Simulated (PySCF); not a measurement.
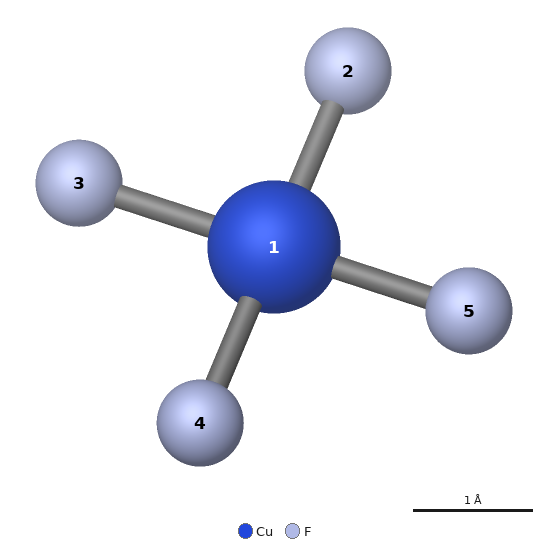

The species has charge −1 and is a spin singlet. Computed geometry: PBE0-D3(BJ)/def2-SVP optimisation. No frequency run is at hand to confirm it as a minimum. Other spin states may lie lower.

What are the angles F2–Cu1–F3?

```csv
angle,degrees
F2–Cu1–F3,90.2
```
